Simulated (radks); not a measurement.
# Atomic calculation, with input and output: Nb

- system: the neutral niobium atom in the configuration [Kr] 4d4 5s1 (high spin). It sits in a hard spherical wall of radius 8 bohr.
- method: scalar-relativistic Kohn-Sham, LDA (Slater exchange, Perdew-Wang correlation), spin-polarised, spherical densities, finite nucleus (the in-house radial solver radks)

**The input**
```
Z 41
configuration [Kr] 4d4 5s1 5p0 6s0 4f0
relativity scalar-relativistic
functional lda,pw
spin polarised
nucleus finite rms 4.324 fm
wall 8 bohr
c 137.035999084
```

Energies in input and log are in hartree, lengths in bohr (the nuclear radius in fm).

Hardware: 1 CPU thread, shared host.

**Output**
```
1s      1   1.0000        -690.16571217
2s      1   1.0000         -96.53825864
2p      1   3.0000         -86.26560577
3s      1   1.0000         -16.06164667
3p      1   3.0000         -12.70452534
3d      1   5.0000          -7.19805910
4s      1   1.0000          -2.14897099
4p      1   3.0000          -1.27640073
4d      1   4.0000          -0.12985186
5s      1   1.0000          -0.16132948
5p      1   0.0000          -0.02885520
6s      1   0.0000           0.18523367
4f      1   0.0000           0.24446085
1s      2   1.0000        -690.16521660
2s      2   1.0000         -96.52664801
2p      2   3.0000         -86.25657821
3s      2   1.0000         -16.05286204
3p      2   3.0000         -12.69499202
3d      2   5.0000          -7.18533934
4s      2   1.0000          -2.08219145
4p      2   3.0000          -1.20152213
4d      2   0.0000          -0.04202802
5s      2   0.0000          -0.08722675
5p      2   0.0000           0.02910152
6s      2   0.0000           0.22852956
4f      2   0.0000           0.28290985
Etot -3815.591665285495
Ekin 3927.4299915232423
Encl -9197.724916587971
Eh 1569.393160001126
Exc -114.68990022189212
err 9.01397209089706e-10
it 14
```

**Orbitals**

| orbital | occupation | energy (eV) | ⟨r⟩ (bohr) | outer maximum (bohr) |
| --- | --- | --- | --- | --- |
| 1s up | 1 | −18780.4 | 0.03613 | 0.0235 |
| 1s down | 1 | −18780.4 | 0.03613 | 0.0235 |
| 2s up | 1 | −2626.9 | 0.1582 | 0.133 |
| 2s down | 1 | −2626.6 | 0.1582 | 0.133 |
| 2p up | 3 | −2347.4 | 0.1378 | 0.106 |
| 2p down | 3 | −2347.2 | 0.1378 | 0.106 |
| 3s up | 1 | −437.060 | 0.4442 | 0.396 |
| 3s down | 1 | −436.821 | 0.4441 | 0.396 |
| 3p up | 3 | −345.708 | 0.4465 | 0.390 |
| 3p down | 3 | −345.448 | 0.4464 | 0.390 |
| 3d up | 5 | −195.869 | 0.4335 | 0.334 |
| 3d down | 5 | −195.523 | 0.4332 | 0.334 |
| 4s up | 1 | −58.476 | 1.161 | 1.03 |
| 4s down | 1 | −56.659 | 1.154 | 1.03 |
| 4p up | 3 | −34.733 | 1.308 | 1.12 |
| 4p down | 3 | −32.695 | 1.297 | 1.12 |
| 5s up | 1 | −4.390 | 3.443 | 3.01 |
| 4d up | 4 | −3.533 | 2.164 | 1.52 |
| 5s down | 0 | −2.374 | 3.631 | 3.14 |
| 4d down | 0 | −1.144 | 2.239 | 1.50 |
| 5p up | 0 | −0.785 | 4.079 | 3.79 |
| 5p down | 0 | 0.792 | 4.296 | 4.11 |
| 6s up | 0 | 5.040 | 4.846 | 5.77 |
| 6s down | 0 | 6.219 | 4.793 | 5.89 |
| 4f up | 0 | 6.652 | 4.988 | 5.18 |
| 4f down | 0 | 7.698 | 5.161 | 5.39 |

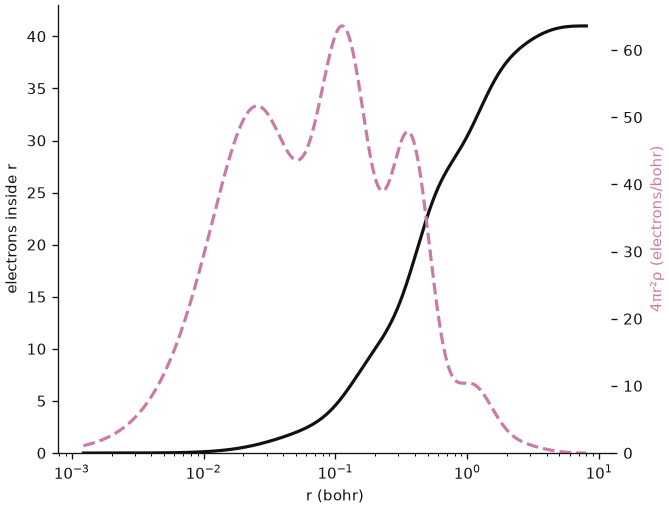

Fig. 1: The number of electrons inside radius r (solid) and the radial density 4πr²ρ (dashed). The count levels off at 41 electrons. Half of them lie within 0.439 bohr, 90 % within 1.83 bohr and 99 % within 4.29 bohr. The radial density has minima at 0.0510, 0.228 and 0.923 bohr, where the count stands at 2.0, 11.1 and 29.6; these part the shells that the density resolves.

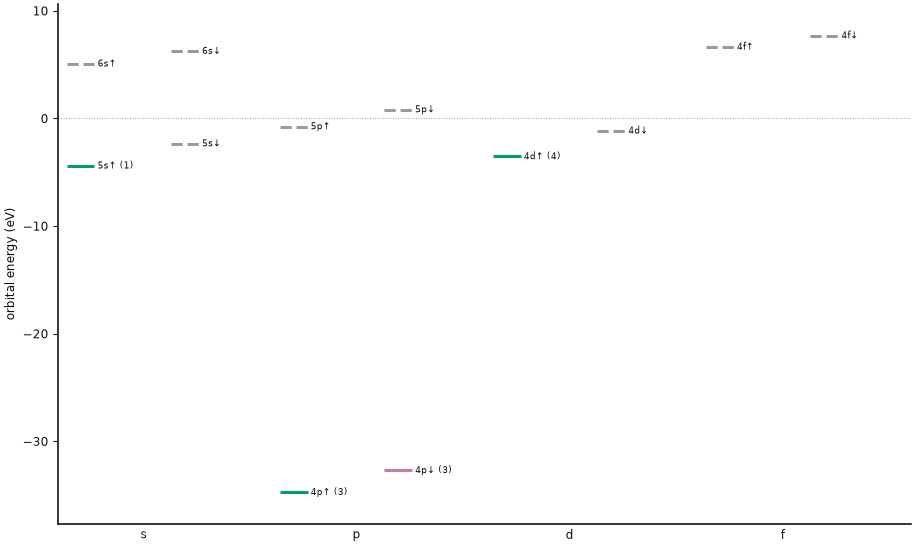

Fig. 2: The outer levels are drawn by angular momentum (occupations in brackets, up spins at the left of each column and down spins at the right, empty levels dashed). The highest occupied level is 4d up at −3.53 eV. From the top down the occupied levels run 4d up (−3.53 eV), 5s up (−4.39 eV), 4p down (−32.7 eV), 4p up (−34.7 eV). The lowest empty level drawn is 5s down at −2.37 eV. The largest exchange splitting (down less up) among the shells drawn in both spins is that of 4d, 2.39 eV.

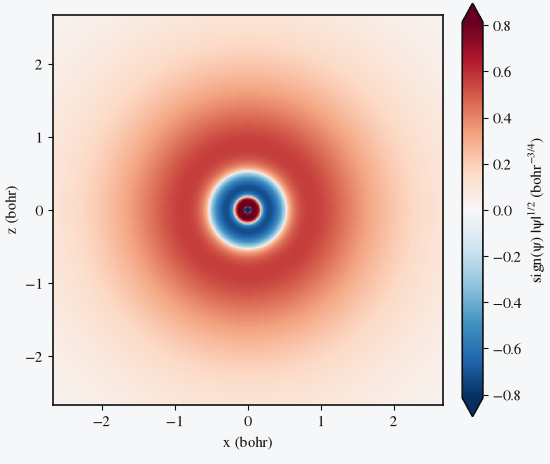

Fig. 3: One occupied orbital of up spin is shown. In the xz plane through the nucleus, the colour gives the signed square root of ψ. The radial function comes from the spherical calculation and is multiplied by a real spherical harmonic; the overall sign is chosen so that the largest lobe of P(r) is positive; at the scalar-relativistic level it is the large component. It is 4s of up spin. It has no angular node and 3 radial nodes, at r = 0.0458, 0.185 and 0.532 bohr; only the outer 2 can be made out at this scale. The outermost maximum of P² lies at 1.03 bohr, ⟨r⟩ = 1.16 bohr, 90 % of the charge lies within 1.70 bohr, and the eigenvalue is −58.5 eV, with 1 electron in the shell for this spin.

**Summary**

```
                       quantity                value
                        outcome            converged
                   total energy   −3815.5917 hartree
                 kinetic energy    3927.4300 hartree
        electron–nucleus energy   −9197.7249 hartree
                 Hartree energy    1569.3932 hartree
    exchange–correlation energy  −114.689900 hartree
radius at density 0.001 e/bohr³            4.76 bohr
           pressure on the wall            0.237 GPa
                 SCF iterations                   14
```
